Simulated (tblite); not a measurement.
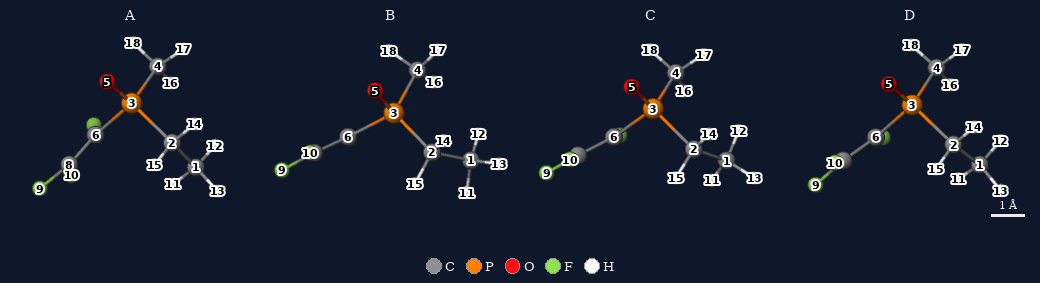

4 geometries from one relaxation of C$_{5}$H$_{8}$F$_{3}$OP, in shuffled order. The picture is a ball-and-stick view, seen at a tilt.

All numbers below come from tblite, GFN2-xTB geometry optimisation, gas phase. 

Put them in the order of the run, from the start to the converged end.

Answer. B, C, D, A. They are steps 0, 31, 93, 156, at +0.960 eV, +0.110 eV, +0.017 eV relative to the last. After 156 geometry steps the energy has fallen by 0.960 eV. The largest move after the best rigid fit is that of an H atom, 1.11 Å. By element the largest moves are H 1.11 Å, F 0.99 Å, C 0.62 Å, P 0.37 Å, O 0.37 Å. Some distances before and after: O–P 1.528 → 1.463 Å, C–P 1.778 → 1.835 Å, C–P 1.799 → 1.850 Å, C–F 1.369 → 1.323 Å. Among the angles between lasting bonds that change: C–C–F 116.9° → 128.0°, C–P–O 106.2° → 114.9°, C–P–C 113.2° → 104.6°. Groups turn about C–C by about 45°, C–P by about 35°, C–P by about 25°.
